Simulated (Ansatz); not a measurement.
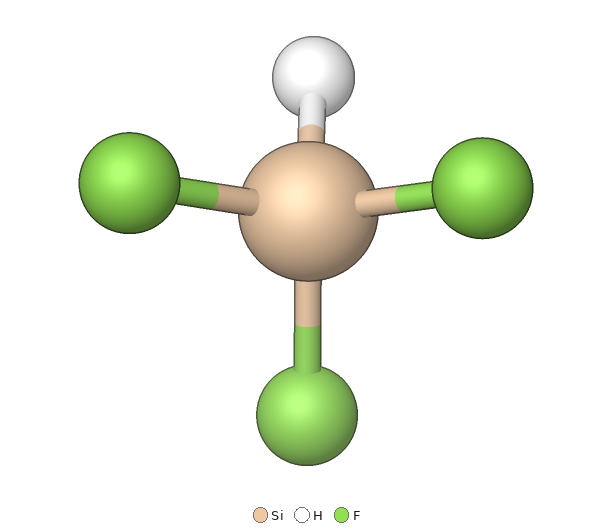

Rendered structure (ball-and-stick style).

What does the picture show?

It has 5 atoms: 3 fluorine, 1 hydrogen and 1 silicon (F3HSi). This geometry has C3v symmetry. Coordination: 1 Si tetrahedral.

More results for the same structure follow; atom numbers are the same in all pictures, views and colours differ. The computed structure is the end point of a PBE0-D4/def2-TZVP optimisation.

**Electronic properties**

Properties computed with RKS PBE0-D4/def2-TZVPP (Ansatz 0.2.0).

Question: Give the LUMO energy (Kohn–Sham orbital) at this level.

Answer: 1.03 eV.

Question: Give the HOMO energy (Kohn–Sham orbital) at this level.

Answer: −11.22 eV.

**Vibrations**

Harmonic vibrations computed with RKS PBE0-D4/def2-TZVP (Ansatz 0.2.0) at a stationary point of the same level.

Question: List the wavenumbers.

Answer: 9 modes: 299, 299, 416, 835, 835, 855, 1002, 1002, 2361 cm⁻¹.

**Charges**

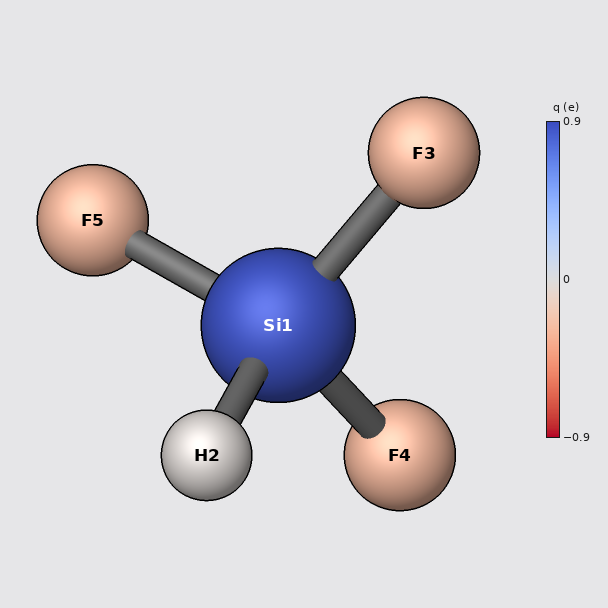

Atoms are coloured by their Mulliken charges. Level of theory: RKS PBE0-D4/def2-TZVP (Ansatz 0.2.0).

Give the Mulliken charges atom by atom.

```json
{"atom": "Si1", "value (e)": "0.86"}
{"atom": "H2", "value (e)": "−0.02"}
{"atom": "F3", "value (e)": "−0.28"}
{"atom": "F4", "value (e)": "−0.28"}
{"atom": "F5", "value (e)": "−0.28"}
```

Mulliken values depend strongly on the basis set and can even reverse the polarity of a bond.
